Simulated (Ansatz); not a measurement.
# BSiN (singlet): wave-function methods side by side at a displaced geometry (v2), cc-pVDZ

How much of the correlation energy of BSiN (singlet) does each wave-function method recover here?

Computed with Ansatz 0.2.0, Gaussian basis. Level: cc-pVDZ, core rule «outside noble gas», up to 7 orbitals frozen.

To be run: UHF; CCSD(T) on RHF; CCSD(T) on UHF; BCCD(T) on RHF; CISD; CCSDT(Q) on RHF; CCSDT(Q) on UHF.

13 further runs of the same task are left out: 1 for a known fault of the program, 4 that didn't finish, 8 set aside as unsound or not needed.

### 1 The system

The geometry is a PBE0/def2-TZVP stationary point (not a proven minimum) with its atoms shifted at random (size 0.100 Å).

3 atoms, charge 0, spin multiplicity 1.

Atoms are counted from 1 here; the program's logs count them from 0.

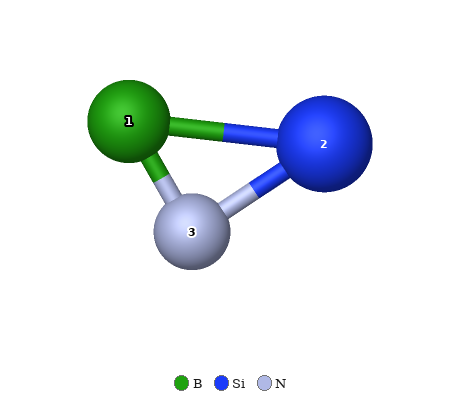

The geometry (boron green, silicon blue, nitrogen light blue); atoms are numbered from 1 in the order of the file.

In the tables R marks a restricted determinant and U an unrestricted one; energies count from the table's Hartree-Fock row.

### 2 UHF

in.yaml reads:

```yaml
crystal:
  periodic: [false, false, false]
  atoms:
    - {symbol: B, position_ang: [0.110895, 0.624942, 1.180561]}
    - {symbol: Si, position_ang: [-0.053979, 0.070842, -0.808233]}
    - {symbol: N, position_ang: [0.022642, -0.624407, 0.709416]}
basis:
  gaussian: {orbitals: cc-pVDZ}
magnetization: {spin_polarized: true, initial_magnetization: 0}
hamiltonian: {xc: hf}
output: {orbitals: {seedname: orbitals}}
```

The run is started by

```sh
$ ansatz run in.yaml --threads 1 --pin off --events-out ev --progress --plain --max-ram 2393MiB
```

Output:

```text
Functional definition: HF
  name "HF"
  cite "Fock, Z. Phys. 61, 126 (1930) doi:10.1007/BF01340294"
  parent pbe
  exchange = exact_x
  correlation = 0
454 factors; integrals over basis functions are off by at most 8.3e-4 eV
mean field evaluation 1: about -10009.0867 eV, gradient 2.8e1 eV
mean field evaluation 2: about -10009.2200 eV, gradient 2.8e1 eV
mean field evaluation 4: about -10013.1640 eV, gradient 2.1e0 eV
mean field evaluation 8: about -10013.2172 eV, gradient 2.5e-1 eV
mean field evaluation 16: about -10013.2692 eV, gradient 5.6e-1 eV
mean field evaluation 32: about -10013.0974 eV, gradient 1.4e0 eV
mean field evaluation 64: about -10013.2458 eV, gradient 6.4e-1 eV
mean field evaluation 96: about -10011.9445 eV, gradient 5.6e0 eV
mean field evaluation 128: about -10010.0271 eV, gradient 2.6e1 eV
mean field evaluation 160: about -10007.2065 eV, gradient 8.2e0 eV
mean field -10013.30981784 eV, -367.9823485403 hartree, gradient 2.4e-5 eV, S^2 0.420739; 5 other end points of the search recorded, 0 dependent functions left out
reference -10013.30981784 eV, -367.9823485403 hartree; 13, 13 occupied and 33, 33 virtual orbitals, 454 factors
Total energy: -10013.30981784 eV, -367.9823485403 hartree
```

Run time: 1 s. Hardware: 1 thread of Arm Neoverse V2, shared host.

From the report: ⟨S²⟩ of the determinant 0.421 (pure singlet: 0.00).

The unrestricted solution breaks the spin symmetry, so the restricted determinant is unstable here.

### 3 CCSD(T) on RHF

in.yaml, as its differences from that of step 2:

```diff
@@ -8,4 +8,3 @@
   gaussian: {orbitals: cc-pVDZ}
-magnetization: {spin_polarized: true, initial_magnetization: 0}
-hamiltonian: {xc: hf}
-output: {orbitals: {seedname: orbitals}}
+magnetization: {spin_polarized: false}
+correlation: {method: ccsd_t, electrons: outside_noble_gas}
```

Launched as before.

Output, cut to the lines that bear on the results:

```text
Functional definition: HF
  name "HF"
  cite "Fock, Z. Phys. 61, 126 (1930) doi:10.1007/BF01340294"
  parent pbe
[...]
454 factors; integrals over basis functions are off by at most 8.3e-4 eV
[...]
mean field -10013.22009764 eV, -367.9790513841 hartree, gradient 1.9e-6 eV, S^2 0.000000; 1 other end points of the search recorded, 0 dependent functions left out; unrestricted orbitals would lower it
7 core orbitals not correlated: weight in the atoms' cores, before any rotation towards them, 1.000 or more for the frozen orbitals, at most 0.000 for the correlated occupied ones
reference -10013.22009764 eV, -367.9790513841 hartree; 6, 6 occupied and 33, 33 virtual orbitals, 454 factors
second order -8.31134260 eV of doubles, -0.00000000 eV of singles
cycle   1  -8.39182548 eV  change   -8.0e-2 eV  update   1.1e-1
[...]
cycle  13  -8.87896430 eV  change   -1.5e-5 eV  update   8.3e-6
perturbative correction -0.46568591 eV, -0.0171136416 hartree
Total energy: -10022.56474785 eV, -368.3224609452 hartree
```

Wall time 0.6 s (1 thread of Arm Neoverse V2, shared host).

From the report: correlation -9.3447 eV; T1 0.024; largest double amplitude 0.07.

### 4 CCSD(T) on UHF

in.yaml, as its differences from that of step 3:

```diff
@@ -8,3 +8,3 @@
   gaussian: {orbitals: cc-pVDZ}
-magnetization: {spin_polarized: false}
+magnetization: {spin_polarized: true, initial_magnetization: 0}
 correlation: {method: ccsd_t, electrons: outside_noble_gas}
```

Same command.

Output, cut to the lines that bear on the results:

```text
Functional definition: HF
  name "HF"
  cite "Fock, Z. Phys. 61, 126 (1930) doi:10.1007/BF01340294"
  parent pbe
[...]
454 factors; integrals over basis functions are off by at most 8.3e-4 eV
[...]
mean field -10013.30981784 eV, -367.9823485403 hartree, gradient 2.7e-6 eV, S^2 0.420741; 11 other end points of the search recorded, 0 dependent functions left out
determinant -10013.30981784 eV, -367.9823485403 hartree, with singles and doubles -10022.01566887 eV, -368.3022826647 hartree
determinant -10011.61608715 eV, -367.9201050856 hartree, with singles and doubles -10020.35013035 eV, -368.2410752530 hartree
determinant -10011.40212462 eV, -367.9122421078 hartree, with singles and doubles -10019.63164959 eV, -368.2146715723 hartree
determinant -10013.22009764 eV, -367.9790513841 hartree, with singles and doubles -10022.09913642 eV, -368.3053500407 hartree
7 core orbitals not correlated: weight in the atoms' cores, before any rotation towards them, 1.000 or more for the frozen orbitals, at most 0.000 for the correlated occupied ones
reference -10013.30981784 eV, -367.9823485403 hartree; 6, 6 occupied and 33, 33 virtual orbitals, 454 factors
second order -8.00638073 eV of doubles, -0.00000000 eV of singles
cycle   1  -8.71001903 eV  change   -4.2e-3 eV  update   1.3e-2
[...]
cycle  13  -8.76422132 eV  change    7.7e-6 eV  update   6.9e-6
perturbative correction -0.46796353 eV, -0.0171973424 hartree
Total energy: -10022.54200269 eV, -368.3216250757 hartree
```

Run time: 4.1 s. Hardware: 1 thread of Arm Neoverse V2, shared host.

From the report: ⟨S²⟩ of the determinant 0.421 (pure singlet: 0.00); correlation -9.2322 eV; T1 0.075; largest double amplitude 0.07.

### 5 BCCD(T) on RHF

in.yaml, as its differences from that of step 4:

```diff
@@ -8,3 +8,3 @@
   gaussian: {orbitals: cc-pVDZ}
-magnetization: {spin_polarized: true, initial_magnetization: 0}
-correlation: {method: ccsd_t, electrons: outside_noble_gas}
+magnetization: {spin_polarized: false}
+correlation: {method: bccd_t, electrons: outside_noble_gas}
```

Launched as before.

Output, cut to the lines that bear on the results:

```text
Functional definition: HF
  name "HF"
  cite "Fock, Z. Phys. 61, 126 (1930) doi:10.1007/BF01340294"
  parent pbe
[...]
454 factors; integrals over basis functions are off by at most 8.3e-4 eV
[...]
mean field -10013.22009764 eV, -367.9790513841 hartree, gradient 1.9e-6 eV, S^2 0.000000; 1 other end points of the search recorded, 0 dependent functions left out; unrestricted orbitals would lower it
7 core orbitals not correlated: weight in the atoms' cores, before any rotation towards them, 1.000 or more for the frozen orbitals, at most 0.000 for the correlated occupied ones
reference -10013.22009764 eV, -367.9790513841 hartree; 6, 6 occupied and 33, 33 virtual orbitals, 454 factors
second order -8.31134260 eV of doubles, -0.00000000 eV of singles
cycle   1  -8.40427990 eV  change   -9.3e-2 eV  update   1.1e-1
[...]
cycle  14  -8.84416186 eV  change   -1.1e-5 eV  update   5.0e-6
perturbative correction -0.50515609 eV, -0.0185641437 hartree
Total energy: -10022.56941559 eV, -368.3226324815 hartree
```

Run time: 0.72 s. Hardware: 1 thread of Arm Neoverse V2, shared host.

From the report: correlation -9.3493 eV; largest double amplitude 0.08.

### 6 CISD

in.yaml, as its differences from that of step 5:

```diff
@@ -8,3 +8,2 @@
   gaussian: {orbitals: cc-pVDZ}
-magnetization: {spin_polarized: false}
-correlation: {method: bccd_t, electrons: outside_noble_gas}
+correlation: {active_space: {ras: {orbitals: [6, 0, 33], electrons: 12, max_holes: 2, max_particles: 2}, fixed_orbitals: true}}
```

Launched as before.

Output:

```text
Functional definition: HF
  name "HF"
  cite "Fock, Z. Phys. 61, 126 (1930) doi:10.1007/BF01340294"
  parent pbe
  exchange = exact_x
  correlation = 0
454 factors; integrals over basis functions are off by at most 8.3e-4 eV
mean field evaluation 1: about -10009.2131 eV, gradient 4.0e1 eV
mean field evaluation 2: about -10009.2180 eV, gradient 4.0e1 eV
mean field evaluation 4: about -10013.1699 eV, gradient 3.0e0 eV
mean field evaluation 8: about -10013.2192 eV, gradient 1.8e-1 eV
mean field evaluation 16: about -10010.4493 eV, gradient 2.3e1 eV
mean field -10013.22009764 eV, -367.9790513841 hartree, gradient 1.9e-6 eV, S^2 0.000000; 1 other end points of the search recorded, 0 dependent functions left out
reference -10013.22009764 eV, -367.9790513841 hartree; 13, 13 occupied and 33, 33 virtual orbitals, 454 factors
state -10021.14113127 eV, -368.2701440009 hartree
Total energy: -10021.14113127 eV, -368.2701440009 hartree
```

Run time: 0.9 s. Hardware: 1 thread of Arm Neoverse V2, shared host.

From the report: 28,953 determinants.

### 7 CCSDT(Q) on RHF

in.yaml, as its differences from that of step 6:

```diff
@@ -8,2 +8,3 @@
   gaussian: {orbitals: cc-pVDZ}
-correlation: {active_space: {ras: {orbitals: [6, 0, 33], electrons: 12, max_holes: 2, max_particles: 2}, fixed_orbitals: true}}
+magnetization: {spin_polarized: false}
+correlation: {method: ccsdt_q, electrons: outside_noble_gas}
```

The command is unchanged.

Output, cut to the lines that bear on the results:

```text
Functional definition: HF
  name "HF"
  cite "Fock, Z. Phys. 61, 126 (1930) doi:10.1007/BF01340294"
  parent pbe
[...]
883 factors; integrals over basis functions are off by at most 2.3e-7 eV
[...]
mean field -10013.22017293 eV, -367.9790541508 hartree, gradient 1.9e-6 eV, S^2 0.000000; 1 other end points of the search recorded, 0 dependent functions left out; unrestricted orbitals would lower it
7 core orbitals not correlated: weight in the atoms' cores, before any rotation towards them, 1.000 or more for the frozen orbitals, at most 0.000 for the correlated occupied ones
reference -10013.22017293 eV, -367.9790541508 hartree; 6, 6 occupied and 33, 33 virtual orbitals, 883 factors
second order -8.31136070 eV of doubles, -0.00000000 eV of singles
cycle   1  -8.39182913 eV  change   -8.0e-2 eV  update   1.3e-1
[...]
cycle  19  -9.37028807 eV  change    1.2e-7 eV  update   1.1e-6
perturbative correction -0.05206697 eV, -0.0019134258 hartree
Total energy: -10022.64252797 eV, -368.3253193118 hartree
```

It took 7.5 s on 1 thread of Arm Neoverse V2, shared host.

From the report: correlation -9.4224 eV; T1 0.025; largest double amplitude 0.10.

### 8 CCSDT(Q) on UHF

in.yaml, as its differences from that of step 7:

```diff
@@ -8,3 +8,3 @@
   gaussian: {orbitals: cc-pVDZ}
-magnetization: {spin_polarized: false}
+magnetization: {spin_polarized: true, initial_magnetization: 0}
 correlation: {method: ccsdt_q, electrons: outside_noble_gas}
```

Same command.

Output, cut to the lines that bear on the results:

```text
Functional definition: HF
  name "HF"
  cite "Fock, Z. Phys. 61, 126 (1930) doi:10.1007/BF01340294"
  parent pbe
[...]
883 factors; integrals over basis functions are off by at most 2.3e-7 eV
[...]
mean field -10013.30989552 eV, -367.9823513950 hartree, gradient 9.0e-6 eV, S^2 0.420745; 11 other end points of the search recorded, 0 dependent functions left out
determinant -10013.30989552 eV, -367.9823513950 hartree, with singles and doubles -10022.01574637 eV, -368.3022855130 hartree
determinant -10011.61616807 eV, -367.9201080593 hartree, with singles and doubles -10020.35021069 eV, -368.2410782055 hartree
determinant -10011.40221265 eV, -367.9122453426 hartree, with singles and doubles -10019.63174268 eV, -368.2146749931 hartree
determinant -10013.22017293 eV, -367.9790541508 hartree, with singles and doubles -10022.09921587 eV, -368.3053529604 hartree
7 core orbitals not correlated: weight in the atoms' cores, before any rotation towards them, 1.000 or more for the frozen orbitals, at most 0.000 for the correlated occupied ones
reference -10013.30989552 eV, -367.9823513950 hartree; 6, 6 occupied and 33, 33 virtual orbitals, 883 factors
second order -8.00639270 eV of doubles, -0.00000000 eV of singles
cycle   1  -8.10681738 eV  change   -1.0e-1 eV  update   1.3e-1
[...]
cycle  27  -9.27818297 eV  change    8.6e-7 eV  update   6.4e-7
perturbative correction -0.05753390 eV, -0.0021143317 hartree
Total energy: -10022.64561239 eV, -368.3254326620 hartree
```

It took 36 s on 1 thread of Arm Neoverse V2, shared host; peak memory 0.45 GiB.

From the report: ⟨S²⟩ of the determinant 0.421 (pure singlet: 0.00); correlation -9.3357 eV; T1 0.088; largest double amplitude 0.11.

### 9 Misses and costs

No level here is safe as a reference; RCCSDT(Q) serves as a yardstick only. Rows without a time come out of other runs: HF, MP2 and CCSD of CCSD(T), CCSDT of CCSDT(Q).

Differences are taken before rounding.

```csv
method,energy from the lowest RHF (kcal/mol),from RCCSDT(Q) (kcal/mol),time
RHF,0.00,+217.29,
UHF,-2.07,+215.22,
RMP2,-191.66,+25.62,
UMP2,-186.70,+30.59,
CISD,-182.66,+34.62,0.9 s
RCCSD,-204.75,+12.53,
UCCSD,-204.18,+13.11,
RCCSD(T),-215.49,+1.79,0.6 s
UCCSD(T),-214.97,+2.32,4.1 s
BCCD(T),-215.60,+1.69,0.72 s
RCCSDT,-216.09,+1.20,
UCCSDT,-216.03,+1.26,
RCCSDT(Q),-217.29,0,7.5 s
UCCSDT(Q),-217.36,-0.07,36 s
```

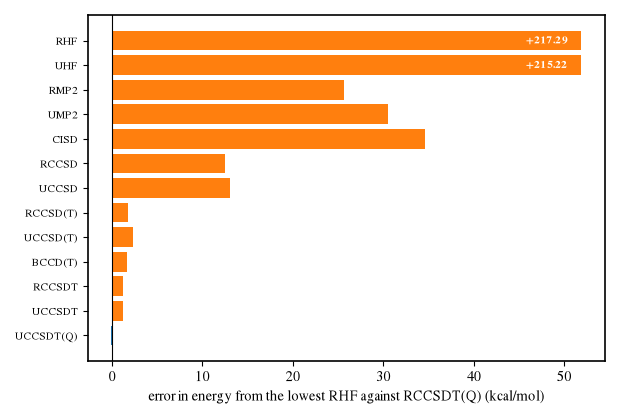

Error of each method against RCCSDT(Q). Bars with a number in them are cut short.

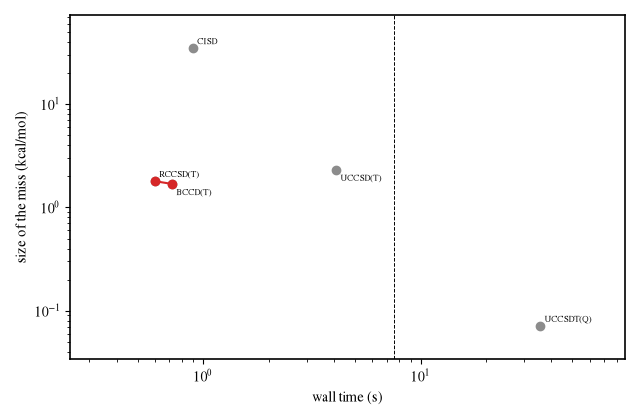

Miss against cost. Red marks the levels that no quicker level drawn beats (of those quicker than the yardstick), and the dashed line is the time of RCCSDT(Q). Times are from a shared host.

### 10 Outcome

| quantity | value |
| --- | --- |
| RCCSDT(Q) below the RHF energy | -9.4224 eV |
| RMP2 from RCCSDT(Q) | +25.62 kcal/mol |
| UMP2 from RCCSDT(Q) | +30.59 kcal/mol |
| RCCSD from RCCSDT(Q) | +12.53 kcal/mol |
| RCCSD(T) from RCCSDT(Q) | +1.79 kcal/mol |
| UCCSD(T) from RCCSDT(Q) | +2.32 kcal/mol |
| UCCSDT(Q) from RCCSDT(Q) | -0.07 kcal/mol |
| T1 diagnostic | 0.024 |

RCCSD(T) misses by +1.79 kcal/mol, 0.8 % of the correlation energy. CCSD(T) misses by +1.79 kcal/mol on the restricted determinant and by +2.32 kcal/mol on the unrestricted one; the two need not hold the same state or core. Warnings: restricted reference is unstable; spin contamination; large T1 diagnostic.
